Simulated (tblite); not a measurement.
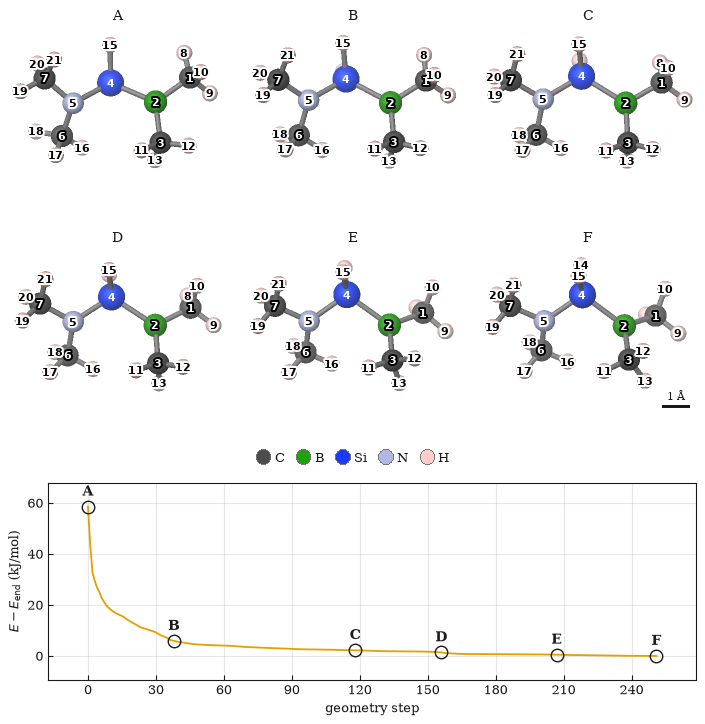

Frames of a relaxation of C4H14BNSi, marked on the history of the run. The picture is a ball-and-stick view, seen at a tilt.

Method: tblite, GFN2-xTB geometry optimisation, gas phase. 

Question: What happens along the run?

Answer: Over 251 geometry steps the energy falls by 58.6 kJ/mol. The atom that moves furthest after the best rigid fit is H8 (2.00 Å). By element the largest moves are H 2.00 Å, C 1.05 Å, Si 0.80 Å, N 0.19 Å, B 0.10 Å. Near-neighbour distances that change, for instance: B2–Si4 1.934 → 1.966 Å, C3–H11 1.119 → 1.088 Å, Si4–H14 1.460 → 1.491 Å, Si4–N5 1.763 → 1.733 Å. Among the angles between lasting bonds that change: B2–Si4–H15 105.9° → 115.3°, Si4–N5–C7 112.2° → 120.7°, B2–C1–H9 107.2° → 115.1°. Groups turn about B2–C3 by about 80°, B2–Si4 by about 75°, C1–B2 by about 50°. From step 0 to 38: H20 moves most (0.59 Å), energy −52.7 kJ/mol. From step 38 to 118: H atoms move most (0.53 Å), energy −3.59 kJ/mol. From step 118 to 156: H8 moves most (0.61 Å), energy −0.87 kJ/mol. From step 156 to 207: H8 moves most (0.57 Å), energy −0.91 kJ/mol. From step 207 to 251: H13 moves most (0.51 Å), energy −0.48 kJ/mol.

```csv
step,"E − E(0), kJ/mol"
0,0.00
1,-14.99
2,-25.81
3,-29.12
4,-31.66
5,-33.53
6,-35.63
7,-37.24
8,-38.61
9,-39.56
10,-40.36
23,-47.20
35,-51.49
48,-54.01
61,-54.52
73,-55.16
86,-55.64
99,-56.01
111,-56.19
124,-56.49
137,-56.75
150,-56.87
162,-57.60
175,-57.85
188,-57.89
200,-57.97
213,-58.18
226,-58.39
238,-58.48
251,-58.56
```
